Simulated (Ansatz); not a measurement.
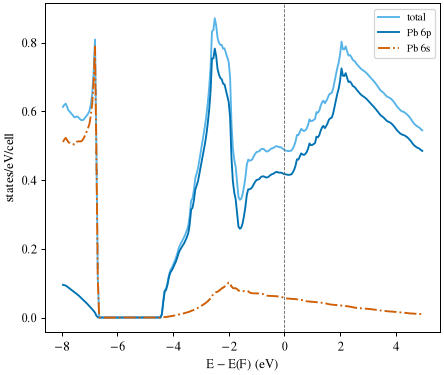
Fig. 1. Total and projected density of states of Pb (fcc (Cu type), space group No. 225), the program Ansatz at the LDA level (PAW)

Task: Which orbitals carry the states next to the Fermi level?

Result: Within 0.5 eV of the Fermi level: Pb 6p 85 %, Pb 6s 12 %. Projections are on Löwdin-orthogonalised atomic valence shells; empty p or d shells of many metals are not among them.

Task: Where is the tallest occupied peak in this window, and what makes it?

Result: Near -2.5 eV, about 0.87 states/eV per cell; the largest projected share is Pb 6p.

Space group Fm-3m (fcc (Cu type)). The LDA relaxation kept the symmetry of its start. Spin–orbit coupling is left out wherever it is not named.

Potentials: the later of the program's two PAW sets.
